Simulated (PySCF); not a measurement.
# CCSD(T)/6-31G(d) (spherical functions) run of CH6ClNSi (SMILES C[SiH](N)Cl)

Aim: the vertical ionisation energy of CH6ClNSi at CCSD(T)/6-31G* (spherical functions), from 2 runs. 

Program for the calculation: PySCF 2.14.0.

3 further runs of the same task are left out: 3 set aside as unsound or not needed.

**1. The system as given**

CH6ClNSi has 10 atoms, charge 0, and is taken as a singlet. SMILES: `C[SiH](N)Cl`. Geometry: relaxed at PBE0-D4/def2-TZVP. This is one conformer, not always the lowest.

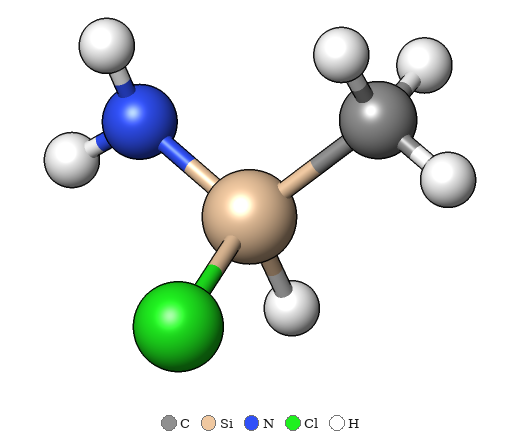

The structure, seen from a chosen angle (carbon grey, silicon light orange, nitrogen blue, chlorine green, hydrogen white).

**2. The energy at CCSD(T)/6-31G(d) (spherical functions)**

File run.py:

```python
# C[SiH](N)Cl
from pyscf import gto, scf, cc

molecule = gto.M(
    atom='''
C   -0.924300   0.960300  -0.429600
Si  -0.055600  -0.637600  -0.073400
N    1.200800  -0.379200   1.050800
Cl   0.594900  -1.392500  -1.900800
H   -1.720000   0.809500  -1.161600
H   -1.359500   1.369700   0.485000
H   -0.226900   1.694300  -0.841400
H   -0.936500  -1.689500   0.482600
H    1.847500   0.382600   0.917600
H    1.662700  -1.168700   1.473800
''',
    max_memory=1860,
    verbose=3,
    basis='6-31g*',
)

myscf = scf.RHF(molecule)
myscf.conv_tol = 1e-10
myscf.kernel()
if not myscf.converged:
    myscf = myscf.newton().run(myscf.mo_coeff, myscf.mo_occ)

mycc = cc.CCSD(myscf, frozen=12)
mycc.kernel()
e_t = mycc.ccsd_t()
etot = mycc.e_tot + e_t
print('E = %.10f Eh' % etot)
```

Run with:

```console
$ OMP_NUM_THREADS=1 python run.py
```

Log:

```text
converged SCF energy = -844.298221231558
E(CCSD) = -844.844763447394  E_corr = -0.5465422158358173
CCSD(T) correction = -0.0125445428170127
E = -844.8573079902 Eh
```

It took 14 s on 1 thread of Arm Neoverse V2, shared host; peak memory 0.28 GiB.

**3. The doublet cation**

File input.py:

```python
from pyscf import gto, scf, cc

molecule = gto.M(
    atom='''
C       -0.924300       0.960300      -0.429600
Si      -0.055600      -0.637600      -0.073400
N        1.200800      -0.379200       1.050800
Cl       0.594900      -1.392500      -1.900800
H       -1.720000       0.809500      -1.161600
H       -1.359500       1.369700       0.485000
H       -0.226900       1.694300      -0.841400
H       -0.936500      -1.689500       0.482600
H        1.847500       0.382600       0.917600
H        1.662700      -1.168700       1.473800
''',
    spin=1,
    verbose=4,
    charge=1,
    basis='6-31g*',
    max_memory=1860,
)

hf = scf.UHF(molecule)
hf.conv_tol = 1e-10
hf.kernel()
if not hf.converged:
    hf = hf.newton().run(hf.mo_coeff, hf.mo_occ)

mycc = cc.CCSD(hf, frozen=12)
mycc.kernel()
e_t = mycc.ccsd_t()
etot = mycc.e_tot + e_t
print('E(%s) = %.9f' % ('CCSD(T)', etot))
```

Run with:

```console
$ OMP_NUM_THREADS=1 python input.py
```

Log:

```text
PySCF version 2.14.0

[... 106 lines left out ...]
converged SCF energy = -843.965442686459  <S^2> = 0.76085466  2S+1 = 2.0108254
[... 12 lines left out ...]
Init t2, MP2 energy = -0.459973369554885
[... 27 lines left out ...]
UCCSD converged
[... 2 lines left out ...]
E(CCSD(T)) = -844.495794433
```

Wall time 98 s (1 thread of Arm Neoverse V2, shared host); peak memory 0.79 GiB.

**4. What came out**

At CCSD(T)/6-31G* (spherical functions), 12 core orbitals frozen:

| quantity | value |
| --- | --- |
| singlet CH6ClNSi: total energy | -844.85731 Eh |
| singlet CH6ClNSi: dipole moment (Hartree–Fock density) | 2.38 D |
| singlet CH6ClNSi: HOMO energy (Hartree–Fock orbitals) | -11.29 eV |
| singlet CH6ClNSi: LUMO energy (Hartree–Fock orbitals) | 4.76 eV |
| singlet CH6ClNSi: HOMO–LUMO gap (Hartree–Fock orbitals) | 16.05 eV |
| singlet CH6ClNSi: correlation energy (12 core orbitals frozen) | -559.1 mEh |
| singlet CH6ClNSi: (T) correction | -12.54 mEh |
| singlet CH6ClNSi: T1 diagnostic | 0.009 |
| doublet cation: total energy | -844.49579 Eh |
| doublet cation: HOMO energy (Hartree–Fock orbitals) (highest over α and β) | -16.70 eV |
| doublet cation: LUMO energy (Hartree–Fock orbitals) (lowest over α and β) | -7.09 eV |
| doublet cation: correlation energy (12 core orbitals frozen) | -530.4 mEh |
| doublet cation: (T) correction | -13.02 mEh |
| doublet cation: ⟨S²⟩ of the reference determinant | 0.761 |
| doublet cation: T1 diagnostic | 0.027 |
| vertical ionisation energy (to the doublet cation) | 9.837 eV |

In words: The vertical ionisation energy comes to 9.84 eV (949 kJ/mol). Mulliken charges (singlet CH6ClNSi) of the mean-field density run from -1.05 on N3 to +1.06 on Si2. The triples (singlet CH6ClNSi) make up 2.2 % of the correlation energy. Mulliken charges (doublet cation) of the mean-field density run from -0.83 on C1 to +0.96 on Si2; they depend strongly on the basis. The triples (doublet cation) make up 2.5 % of the correlation energy.
